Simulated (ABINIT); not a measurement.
# Ba2TaBiO6 (R-3): G0W0 with ABINIT, start to end, part 3 of 3

Aim: the G0W0 gap of Ba2TaBiO6 (R-3) on LDA, step by step.

ABINIT 10.8.3; LDA and many-body steps on it, plane waves. Known limits of the many-body steps: not at the basis limit; no spin-orbit coupling; coarse k mesh.

So far. Step 4 (Empty states on the mesh, 2×2×2 mesh, 191 bands): On this mesh the gap is 2.549 eV. Step 5 (Screening, 2×2×2 mesh, 175 bands, screening to 108.8 eV): Local fields lower ε∞ by 8 %. On a Γ-centred mesh this coarse the value itself is usually too large, while a short band sum pulls it down.

**6. Self-energy, 2×2×2 mesh, 175 bands, screening to 108.8 eV**

The self-energy is evaluated for the states that the input lists, and the levels follow from it, in one-shot runs by the linearised quasiparticle equation.

This step: G0W0 on LDA, plane waves, norm-conserving pseudopotentials.

run.abi reads:

```
acell 3*1.0 Angstrom
rprim 
  3.075626834241 1.775713980676 4.956223105800
  -3.075626834241 1.775713980676 4.956223105800
  0.000000000000 -3.551427961352 4.956223105800
ntypat 4
znucl 56 73 83 8
natom 10
typat 1 1 2 3 4 4 4 4 4 4
xred 
  0.748816000000 0.748816000000 0.748816000000
  0.251184000000 0.251184000000 0.251184000000
  0.500000000000 0.500000000000 0.500000000000
  0.000000000000 0.000000000000 0.000000000000
  0.725510000000 0.218856000000 0.322035000000
  0.218856000000 0.322035000000 0.725510000000
  0.322035000000 0.725510000000 0.218856000000
  0.274490000000 0.781144000000 0.677965000000
  0.677965000000 0.274490000000 0.781144000000
  0.781144000000 0.677965000000 0.274490000000
pp_dirpath "pseudos"
pseudos "Ba.upf, Ta.upf, Bi.upf, O.upf"
ecut 62
ngkpt 2 2 2
nshiftk 1
shiftk 0 0 0
kptopt 1
chksymbreak 0
istwfk *1
occopt 1
irdwfk 1
optdriver 4
nband 175
gwcalctyp 0
ecutsigx 62
symsigma 1
nkptgw 3
kptgw 
  0.5000000000 0.5000000000 0.5000000000
  0.5000000000 0.0000000000 0.0000000000
  0.0000000000 0.0000000000 0.0000000000
bdgw 
  52 56
  52 55
  51 55
ecuteps 4
irdscr 1
ppmodel 1
indata_prefix "in"
outdata_prefix "out"
tmpdata_prefix "tmp"
```

Run with:

```console
> OMP_NUM_THREADS=1 mpirun -n 8 abinit run.abi > log
```

Numbers of over 12 decimals in the logs are rounded to 6 here.

Output:

```text
.Version 10.8.3 of ABINIT. v10.8.2 released Aug 2026.

 Symmetries : space group R-3 (#148); Bravais hR (rhombohedral)
[... echo of the input left out ...]
== DATASET  1 ==================================================================
-   mpi_nproc: 8, omp_nthreads: 1 (-1 if OMP is not activated)

--- !DatasetInfo
iteration_state: {dtset: 1, }
dimensions: {natom: 10, nkpt: 4, mband: 175, nsppol: 1, nspinor: 1, nspden: 1, mpw: 25587, }
cutoff_energies: {ecut:  62.0, pawecutdg:  -1.0, }
electrons: {nelect:   1.06000000E+02, charge:   0.00000000E+00, occopt:   1.00000000E+00, tsmear:   1.00000000E-02, }

 SIGMA: Calculation of the GW corrections

 Based on a program developped by R.W. Godby, V. Olevano, G. Onida, and L. Reining.
 Incorporated in ABINIT by V. Olevano, G.-M. Rignanese, and M. Torrent.
.Using double precision arithmetic ; gwpc =  8

[... cell and pseudopotentials left out ...]
--------------------------------------------------------------------------------

 ==== K-mesh for the wavefunctions ====
 Number of points in the irreducible wedge :     4
[... list of points left out ...]
 Together with  6 symmetry operations and time-reversal symmetry
 yields     8 points in the full Brillouin Zone.

 ==== Q-mesh for screening function ====
 Number of points in the irreducible wedge :     4
[... list of points left out ...]
 Together with  6 symmetry operations and time-reversal symmetry
 yields     8 points in the full Brillouin Zone.

 vcoul_init : cutoff-mode = AUXILIARY_FUNCTION
 q-points for optical limit:   1
     1)      0.000010    0.000020    0.000030
 setmesh: FFT mesh size selected  =    81x   81x   81
          total number of points  =       531441

 Number of electrons calculated from density =  106.0000; Expected =  106.0000
 average of density, n =  0.096716
 r_s =    1.3515
 omega_plasma =   29.9989 [eV]

 === KS Band Gaps ===
  >>>> For spin  1
   Minimum direct gap =   2.5771 [eV], located at k-point      :   0.5000  0.0000  0.0000
   Fundamental gap    =   2.5491 [eV], Top of valence bands at :   0.5000  0.5000  0.5000
                                       Bottom of conduction at :   0.5000  0.0000  0.0000
 SIGMA fundamental parameters:
 PLASMON POLE MODEL  1
 number of plane-waves for SigmaX                25587
 number of plane-waves for SigmaC and W            411
 number of plane-waves for wavefunctions         25587
 number of bands                                   175
 number of independent spin polarizations            1
 number of spinorial components                      1
 number of k-points in IBZ                           4
 number of q-points in IBZ                           4
 number of symmetry operations                       6
 number of k-points in BZ                            8
 number of q-points in BZ                            8
 number of frequencies for dSigma/dE                 9
 frequency step for dSigma/dE [eV]                0.25
 number of omega for Sigma on real axis              0
 max omega for Sigma on real axis  [eV]           0.00
 zcut for avoiding poles [eV]                     0.10

 EPSILON^-1 parameters (SCR file):
 dimension of the eps^-1 matrix on file            411
 dimension of the eps^-1 matrix used               411
 number of plane-waves for wavefunctions         25587
 number of bands                                   175
 number of q-points in IBZ                           4
 number of frequencies                               2
 number of real frequencies                          1
 number of imag frequencies                          1

 matrix elements of self-energy operator (all in [eV])

 Perturbative Calculation

--- !SelfEnergy_ee
iteration_state: {dtset: 1, }
kpoint     : [   0.500,    0.500,    0.500, ]
spin       : 1
KS_gap     :    2.682
QP_gap     :    3.486
Delta_QP_KS:    0.804
data: !SigmaeeData |
     Band     E0 <VxcDFT>   SigX SigC(E0)      Z dSigC/dE  Sig(E)    E-E0       E
       52   4.962 -18.586 -23.417   5.006   0.770  -0.299 -18.451   0.135   5.097
       53   6.493 -20.412 -23.480   3.713   0.791  -0.264 -19.902   0.510   7.003
       54   9.175 -15.195 -10.580  -3.029   0.828  -0.208 -13.882   1.313  10.488
       55   9.631 -15.656 -11.060  -2.963   0.827  -0.210 -14.307   1.349  10.980
       56   9.631 -15.656 -11.060  -2.963   0.827  -0.210 -14.307   1.349  10.980

--- !SelfEnergy_ee
iteration_state: {dtset: 1, }
kpoint     : [   0.500,    0.000,    0.000, ]
spin       : 1
KS_gap     :    2.577
QP_gap     :    3.378
Delta_QP_KS:    0.801
data: !SigmaeeData |
     Band     E0 <VxcDFT>   SigX SigC(E0)      Z dSigC/dE  Sig(E)    E-E0       E
       52   5.236 -18.788 -23.488   4.917   0.771  -0.297 -18.621   0.168   5.404
       53   6.465 -20.392 -23.458   3.706   0.792  -0.263 -19.885   0.506   6.971
       54   9.042 -15.276 -10.735  -2.964   0.829  -0.206 -13.968   1.308  10.350
       55   9.408 -15.548 -10.889  -3.053   0.826  -0.210 -14.220   1.328  10.736

--- !SelfEnergy_ee
iteration_state: {dtset: 1, }
kpoint     : [   0.000,    0.000,    0.000, ]
spin       : 1
KS_gap     :    3.947
QP_gap     :    5.000
Delta_QP_KS:    1.053
data: !SigmaeeData |
     Band     E0 <VxcDFT>   SigX SigC(E0)      Z dSigC/dE  Sig(E)    E-E0       E
       51   5.312 -18.813 -23.513   4.919   0.771  -0.297 -18.644   0.169   5.481
       52   5.312 -18.813 -23.513   4.919   0.771  -0.297 -18.644   0.169   5.481
       53   5.708 -19.360 -23.390   4.442   0.777  -0.287 -19.040   0.321   6.028
       54   9.655 -13.384  -8.865  -2.871   0.834  -0.199 -12.010   1.374  11.029
       55   9.838 -16.696 -11.919  -3.202   0.817  -0.225 -15.410   1.286  11.124

== END DATASET(S) ==============================================================
================================================================================

 -outvars: echo values of variables after computation  --------
           etotal      0.0000000000E+00
            nband         175
             nkpt           4
          spgroup         148
 [... the other variables as echoed above ...]

 Calculation completed.
```

Run time: 51 s. Hardware: 8 MPI ranks of Intel Xeon Platinum 8259CL at 2.50GHz (Skylake/Cascade Lake), shared host; peak memory 5.1 GiB.

This step gave:

| Property | Result |
| --- | --- |
| G0W0 gap on the points computed | 3.347 eV |
| starting gap on the mesh | 2.549 eV |
| k of the valence top | 0.5, 0.5, 0.5 |
| k of the conduction bottom | 0.5, 0, 0 |
| Z at the valence top | 0.791 |
| Z at the conduction bottom | 0.829 |
| least direct G0W0 gap on the computed points | 3.379 eV |

The gap on the mesh goes from 2.55 eV to 3.35 eV, a correction of +0.80 eV.

Limits: finite bands, cutoff and mesh; no spin-orbit coupling; coarse k mesh. v1 is the top filled band, c1 the lowest empty one. Levels before and after the correction, in eV, zero at the valence-band top of each column:

|  | conduction bottom | valence top |
| --- | --- | --- |
| Kohn-Sham | 2.55 | 0.00 |
| G0W0 | 3.35 | 0.00 |

|  | level | energy (eV) |
| --- | --- | --- |
| Kohn-Sham | (0.5 0.5 0.5) v2 | -1.531 |
| Kohn-Sham | (0.5 0.5 0.5) v1 | 0.000 |
| Kohn-Sham | (0.5 0.5 0.5) c1 | 2.682 |
| Kohn-Sham | (0.5 0.5 0.5) c2-c3 | 3.138 |
| Kohn-Sham | (0.5 0 0) v2 | -1.257 |
| Kohn-Sham | (0.5 0 0) v1 | -0.028 |
| Kohn-Sham | (0.5 0 0) c1 | 2.549 |
| Kohn-Sham | (0.5 0 0) c2 | 2.915 |
| G0W0 | (0.5 0.5 0.5) v2 | -1.906 |
| G0W0 | (0.5 0.5 0.5) v1 | 0.000 |
| G0W0 | (0.5 0.5 0.5) c1 | 3.485 |
| G0W0 | (0.5 0.5 0.5) c2-c3 | 3.977 |
| G0W0 | (0.5 0 0) v2 | -1.599 |
| G0W0 | (0.5 0 0) v1 | -0.032 |
| G0W0 | (0.5 0 0) c1 | 3.347 |
| G0W0 | (0.5 0 0) c2 | 3.733 |

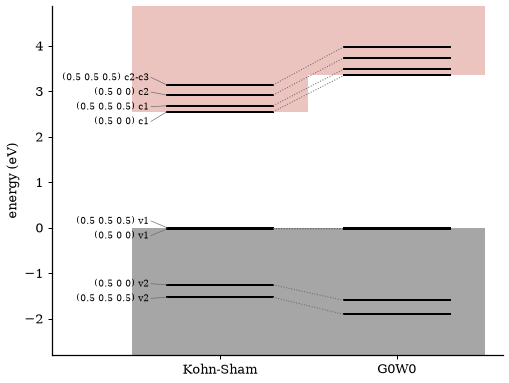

Levels before and after the correction. Shaded: valence and conduction bands.

**7. Where the time went**

Times are wall times on 8 MPI ranks of Intel Xeon Platinum 8259CL at 2.50GHz (Skylake/Cascade Lake), shared host, good to a factor of about two.

| step | time | share | memory (GiB) |
| --- | --- | --- | --- |
| ground state | 16 min | 37 % | 2.4 |
| bands along the symmetry lines | 12 min | 27 % | 2.1 |
| empty states on the mesh | 8.2 min | 19 % | 1.5 |
| screening | 6.1 min | 14 % | 11 |
| self-energy | 51 s | 2 % | 5.1 |

**8. Results**

```json
{
 "LDA gap": "2.55 eV, indirect (only 28 meV under the direct gap)",
 "G0W0 gap on the mesh": "3.35 eV",
 "GW settings": "2×2×2 mesh, 175 bands, screening to 108.8 eV, Godby-Needs plasmon pole",
 "known limits": "not at the basis limit; no spin-orbit coupling; coarse k mesh"
}
```

What this shows: G0W0 moves the gap on the mesh from 2.55 eV to 3.35 eV (+0.80 eV), with Z of 0.79 and 0.83 at the edges. Local fields lower the RPA ε∞ on this mesh from 7.19 to 6.62; a Γ-centred mesh this coarse tends to raise both, most where the direct gap is narrow, while a short band sum lowers them. Only 3 of the mesh's irreducible points were corrected, so a valley elsewhere could overtake. Bands and cutoff are finite, so the gap is not at the basis limit. The miss can reach some tenths of an eV and take either sign; the mesh is an error of its own. In the G0W0 run levels were corrected at 3 k points alone, so a gap called «on the mesh» is the least over those, and an edge elsewhere would be missed. The 2×2×2 mesh is coarse for this cell, which bears on the long-range parts of exchange and screening. Where an edge is built on 6p states of lead, bismuth or thallium, scalar-relativistic gaps usually stand too wide, by a few tenths to over one eV. The many-body steps are scalar-relativistic: spin-orbit coupling is not in them.

[Paths, hosts, dates, memory and timing lines, banners, echoed tables and standing remarks are left out of the program output.]

[Logs are printed without paths, hosts, clocks, repeated set-up lines and the standing remarks that a program may print on its own settings, such as how far it seeks lower states.]

[Runs of the session that timed out or met a known fault of the program may be left out.]

[Hosts, paths, dates, database ids (printed as entryN), source tags and the programs' standing remarks are cut or masked in the printed files.]

[G0W0 gaps are taken among the corrected bands and points alone; a level outside them can change the order at an edge.]

[Where Ansatz stands beside ABINIT at settings called matched, ABINIT's density can come from a denser mesh and the files from another edition; pairs whose starting gaps differed by over 0.03 eV were left out, so agreement reads better than it is.]
